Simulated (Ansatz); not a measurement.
**C$_{2}$H$_{10}$GeOSi: density, localisation and related maps**

The calculation's input:

```
crystal:
  periodic: [false, false, false]
  atoms:
    - { symbol: C, position_ang: [1.7251, -0.2381, -1.3284] }
    - { symbol: O, position_ang: [0.6794, 0.5833, -0.858] }
    - { symbol: C, position_ang: [0.1077, 0.0285, 0.3097] }
    - { symbol: Si, position_ang: [-0.5062, 1.4247, 1.3862] }
    - { symbol: Ge, position_ang: [-1.4161, -1.0946, -0.1625] }
    - { symbol: H, position_ang: [2.0887, 0.1697, -2.2937] }
    - { symbol: H, position_ang: [2.5799, -0.2342, -0.6166] }
    - { symbol: H, position_ang: [1.3774, -1.2789, -1.5113] }
    - { symbol: H, position_ang: [0.8281, -0.5595, 0.9252] }
    - { symbol: H, position_ang: [-1.4966, 2.2187, 0.6438] }
    - { symbol: H, position_ang: [-1.1279, 0.8726, 2.599] }
    - { symbol: H, position_ang: [0.6266, 2.2826, 1.7637] }
    - { symbol: H, position_ang: [-0.9392, -2.2977, -1.015] }
    - { symbol: H, position_ang: [-2.4381, -0.2584, -0.974] }
    - { symbol: H, position_ang: [-2.0887, -1.6188, 1.1318] }
basis:
  gaussian:
    orbitals: cc-pVDZ
hamiltonian:
  xc: pbe0
output:
  orbitals: {}
```

Launched as:

```sh
python run_energy.py
```

Level of theory: Ansatz, SCF PBE0, Gaussian basis.

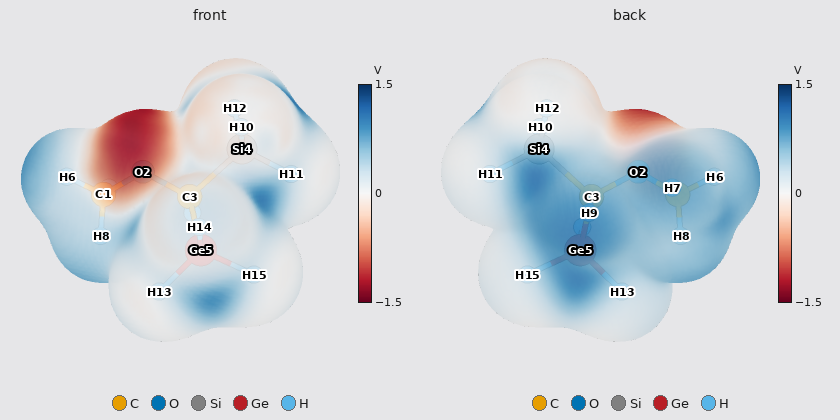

Figure 1. The molecular electrostatic potential painted on the density surface at 0.002 e/bohr³, seen from the front and from behind; red is negative and blue positive.

Question: Where is the surface potential most negative and most positive?

Answer: The most negative region (about −1.2 V) lies over O2, the most positive (about +1.0 V) over Si4, Ge5 and H9. O2 is the likeliest acceptor of a hydrogen bond.

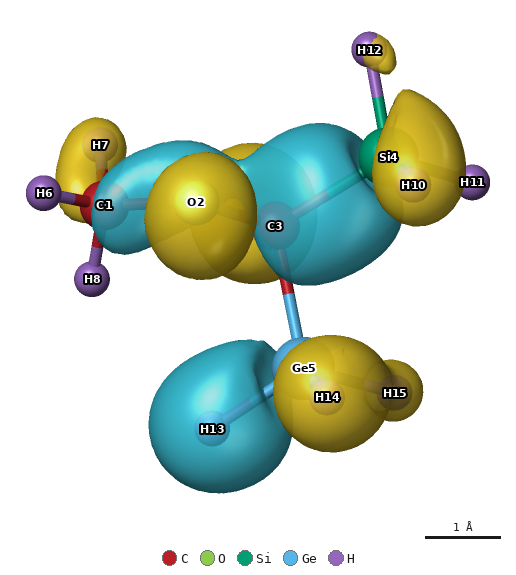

Figure 2. The HOMO−1 at ±0.1 Å⁻³ᐟ² (yellow and cyan are the two phases), seen across its widest extent.

Question: Describe this orbital and give its energy.

Answer: Its weight (Hirshfeld) is mainly on C3 (about 20 %), O2 (about 20 %), Ge5 (about 10 %), Si4 (about 10 %), H13 (about 10 %) and H9 (about 10 %). Its energy is −8.75 eV.

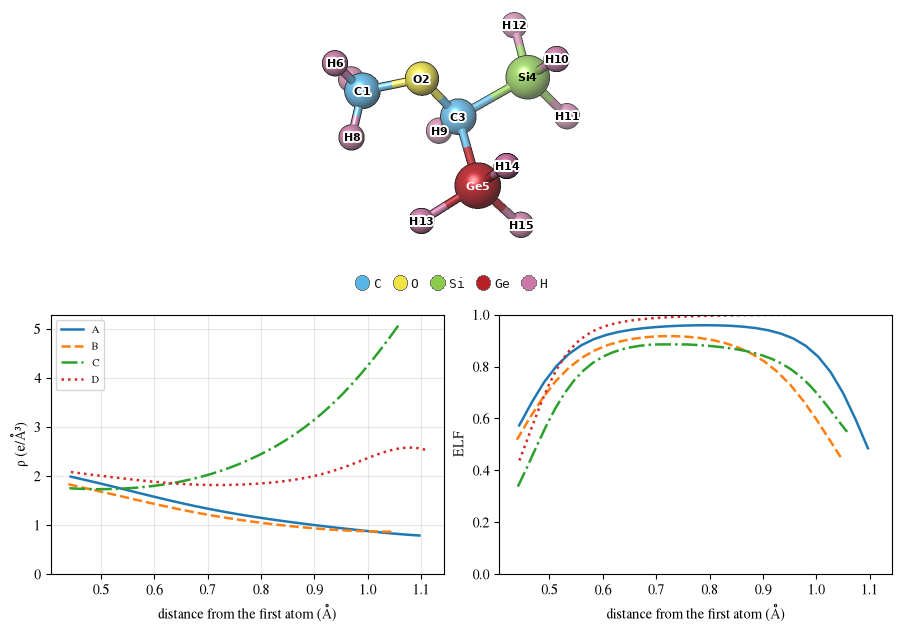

Figure 3. Total electron density and ELF along straight lines between neighbouring atoms. The curves leave out the atomic cores. The structure is drawn too.

Question: Which curve belongs to which contact (C–Ge, C–H, C–O and C–Si)? The first atom named is at distance zero.

Answer: Curve A: C–Si (1.87 Å): the density is about 0.96 e/Å³ at the midpoint; the ELF peaks at about 0.95 between the atoms (localised, covalent bonding). Curve B: C–Ge (1.95 Å): ρ at the midpoint is about 0.88 e/Å³; the ELF peaks at about 0.90 in the valence shell of C, 0.7 Å from its nucleus, and is about 0.65 at the midpoint. Curve C: C–O (1.41 Å): ρ is about 2 e/Å³ halfway, with its minimum of 1.7 e/Å³ about 0.5 Å from C; the ELF peaks at about 0.90 between the atoms, as expected for a shared but strongly polarised pair. Curve D: C–H (1.11 Å): the density is about 1.9 e/Å³ at the midpoint; the ELF climbs to about 1 towards the hydrogen, as it does in any bond to H: a covalent bond by its length.

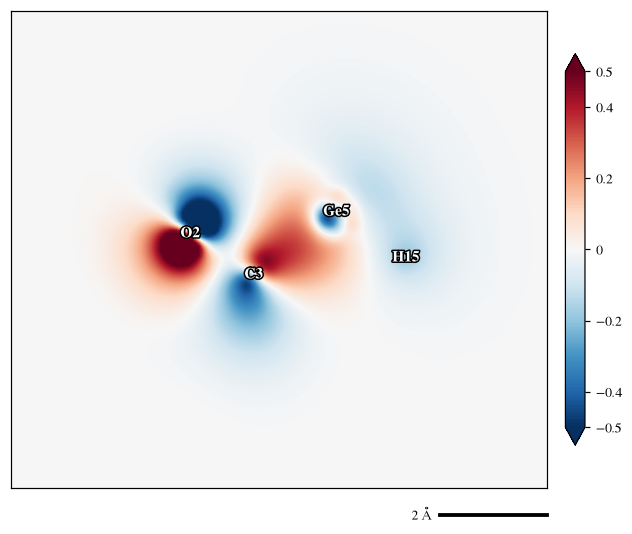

Figure 4. The HOMO on the plane of atoms C3, Ge5 and H15 (values in Å⁻³ᐟ²; the overall sign is arbitrary).

Question: What is the character of this orbital?

Answer: It lies mainly on O2 (about 40 %), C3 (about 20 %), Ge5 (about 15 %) and Si4 (about 5 %). Its energy is −6.85 eV.
